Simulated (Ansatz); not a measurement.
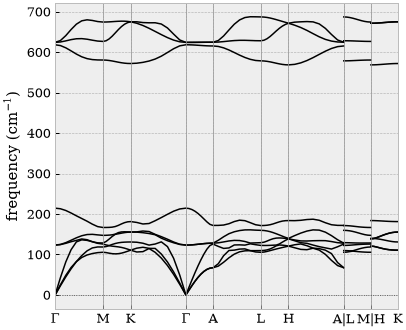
Phonon dispersion of W2C in space group P-3m1 (No. 164; C on 1a, W on 2d), PBE (plane waves, PAW; program Ansatz); imaginary frequencies are drawn negative

Q: Is this phase dynamically stable?

A: Yes, on this path no branch is imaginary.

Q: How high does the spectrum reach?

A: About 690 cm⁻¹ (20.6 THz).

The PBE relaxation kept the symmetry of its start. The run is not spin-polarised. As this level gives no gap, phonon frequencies hold no LO–TO term and depend on the k-mesh and smearing (Fermi–Dirac, 0.1 eV here). Spin–orbit coupling is left out wherever it is not named.

Potentials: the later of the program's two PAW sets.
